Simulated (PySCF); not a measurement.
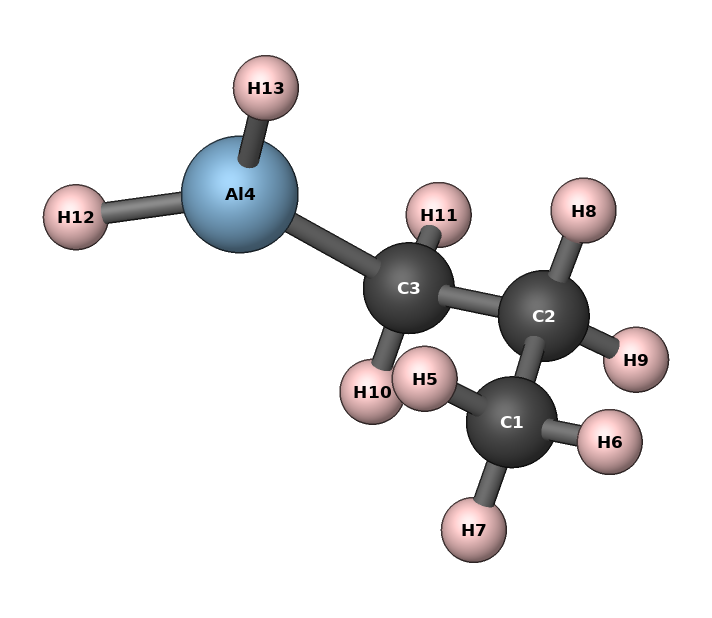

Computed geometry: PBE0-D3(BJ)/def2-SVP optimisation. No frequency run is at hand to confirm it as a minimum. Properties computed with GIAO PBE0/pcSseg-1 NMR shielding, non-relativistic, IEF-PCM dichloromethane (PySCF 2.14.0). Principal shieldings σ11 ≤ σ22 ≤ σ33, span Ω = σ33 − σ11, skew κ = 3(σiso − σ22)/Ω.

Give the shielding tensors of the Al atoms.

```json
{"atom": "Al4", "σ11": "174.2", "σ22": "301.3", "σ33": "371.4", "σiso": "282.3", "Ω": "197.2", "κ": "−0.29"}
```

Shieldings and span in ppm.
